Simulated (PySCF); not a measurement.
Run report: C6H8Al (charge −1), NMR shielding calculation

C6H8Al, charge −1, SMILES [AlH3-][c]1ccccc1, computed with GIAO PBE0/pcSseg-1 NMR shielding, non-relativistic, gas phase (PySCF 2.14.0).

The geometry comes from this level: PBE0-D3(BJ)/ma-def2-SVP. Figures and captions count atoms from 1; the log counts them from 0 in places.

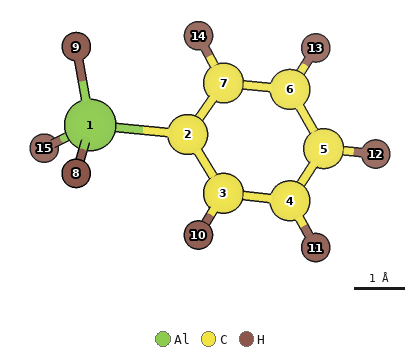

**Figure 1.** The structure (ball-and-stick view, seen at a tilt; atoms are numbered from 1 in the order of the input). Sticks mark near contacts.

**The input**
```
{"job": {"kind": "nmr", "xc": "PBE0", "basis": "pcSseg-1", "pop": false}, "charge": -1, "multiplicity": 1}
Al     2.771662    -0.370831    -0.357500
C      0.757913    -0.123141    -0.147491
C      0.101303     1.058880    -0.541888
C     -1.281257     1.231606    -0.424893
C     -2.071208     0.208724     0.103948
C     -1.456965    -0.977183     0.511949
C     -0.072737    -1.127981     0.385521
H      3.474858     1.112772    -0.253094
H      3.284761    -1.381888     0.834358
H      0.696122     1.882974    -0.954631
H     -1.747062     2.170170    -0.745655
H     -3.154289     0.335848     0.200646
H     -2.061996    -1.787829     0.933270
H      0.381393    -2.068389     0.721292
H      3.078230    -1.037583    -1.830748
```

The first line tells a small driver script what to run in PySCF; the rest is the geometry in Å.

Hardware: 1 CPU thread, shared host.

Run as:
```bash
OMP_NUM_THREADS=1 python <driver script> task.json out
```

**Output**
```
coarse grid: 13104 points
cycle   1  E = -475.3632609590  dE =  6.770e-01  |g| = 4.341e-01  |ddm| = 3.694e+00
cycle   2  E = -475.3447137564  dE =  1.855e-02  |g| = 5.384e-01  |ddm| = 1.480e+00
cycle   3  E = -475.4282489485  dE = -8.354e-02  |g| = 1.251e-01  |ddm| = 8.158e-01
cycle   4  E = -475.4320677296  dE = -3.819e-03  |g| = 4.567e-02  |ddm| = 1.474e-01
cycle   5  E = -475.4326359874  dE = -5.683e-04  |g| = 8.112e-03  |ddm| = 6.229e-02
cycle   6  E = -475.4326565183  dE = -2.053e-05  |g| = 2.697e-03  |ddm| = 1.322e-02
cycle   7  E = -475.4326581042  dE = -1.586e-06  |g| = 6.585e-04  |ddm| = 2.567e-03
final grid: 122120 points
cycle   8  E = -475.4742587515  dE = -2.082e-05  |g| = 6.456e-03  |ddm| = 4.013e-02
cycle   9  E = -475.4742560524  dE =  2.699e-06  |g| = 7.273e-03  |ddm| = 1.572e-02
cycle  10  E = -475.4742704032  dE = -1.435e-05  |g| = 3.238e-04  |ddm| = 8.080e-03
cycle  11  E = -475.4742704183  dE = -1.512e-08  |g| = 1.608e-04  |ddm| = 4.108e-04
cycle  12  E = -475.4742704248  dE = -6.456e-09  |g| = 5.253e-05  |ddm| = 2.071e-04
cycle  13  E = -475.4742704255  dE = -7.282e-10  |g| = 1.692e-05  |ddm| = 7.384e-05
```

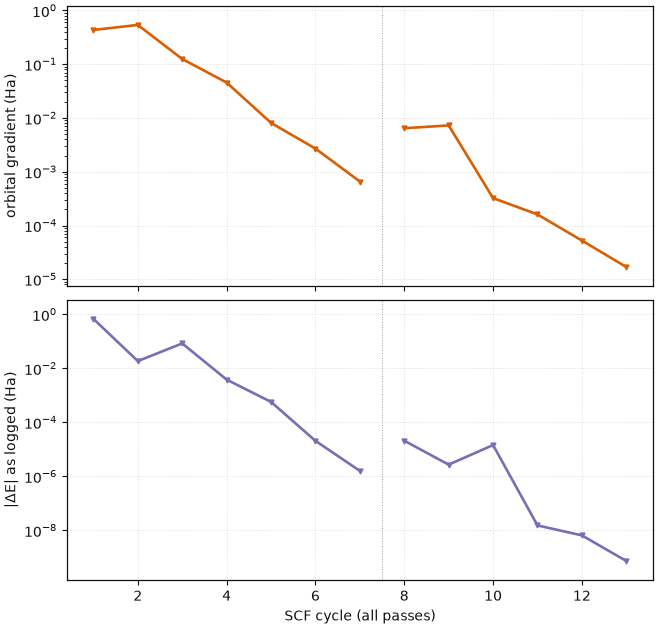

**Figure 2.** Convergence of the self-consistent field: orbital gradient and size of the energy change against the SCF cycle. The dotted line marks the change from a coarse to the final integration grid. The first 7 cycles use a coarse grid, the final grid takes over at cycle 8, and the field converges after 13 cycles in all.

```
converged SCF energy = -475.4742704255

GIAO shielding tensors (ppm)
atom      isotropic    diamagn.    paramagn.     s11        s22        s33       span
  0 Al     456.544     795.101    -338.557    422.087    464.604    482.940     60.853
  1 C       10.112     248.596    -238.484   -104.350    -69.002    203.689    308.039
  2 C       38.992     251.937    -212.946    -82.128     35.736    163.367    245.494
  3 C       56.177     254.061    -197.884    -56.892     56.831    168.593    225.485
  4 C       59.269     254.111    -194.843    -49.881     56.410    171.277    221.158
  5 C       56.195     254.056    -197.861    -56.869     56.859    168.596    225.465
  6 C       39.033     251.956    -212.923    -82.065     35.699    163.465    245.530
  7 H       27.293      29.137      -1.844     24.202     26.896     30.780      6.578
  8 H       27.290      29.134      -1.844     24.207     26.881     30.782      6.575
  9 H       23.357      31.686      -8.329     19.703     21.976     28.391      8.687
 10 H       24.502      31.015      -6.513     21.441     24.617     27.447      6.006
 11 H       24.661      30.645      -5.983     21.602     25.222     27.160      5.558
 12 H       24.502      31.014      -6.512     21.438     24.620     27.448      6.010
 13 H       23.366      31.683      -8.317     19.714     21.987     28.397      8.684
 14 H       27.308      28.882      -1.575     25.441     25.521     30.961      5.520
```

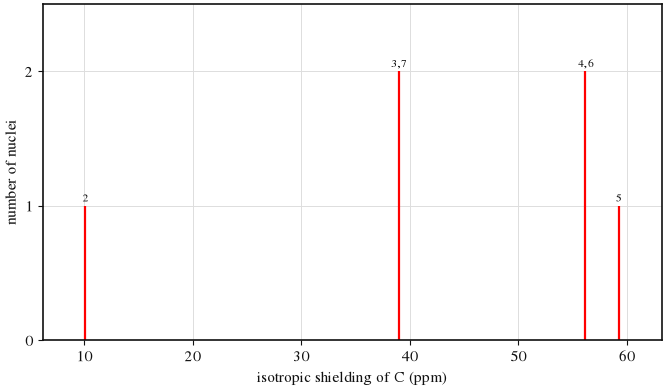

**Figure 3.** Isotropic shieldings of the carbon nuclei in this fixed geometry, labelled by atom number; shielding grows to the right, so chemical shift grows to the left. The least shielded is C2 (10.1 ppm), the most shielded C5 (59.3 ppm).

**Key numbers**

- outcome: converged
- total energy: −475.474270 hartree
- HOMO: −2.50 eV
- LUMO: 3.58 eV
- isotropic shielding, Al: 456.5 ppm
- isotropic shielding, C: 10.1 to 59.3 ppm
- isotropic shielding, H: 23.4 to 27.3 ppm
- wall time: 15 s
- peak memory: 1 GiB
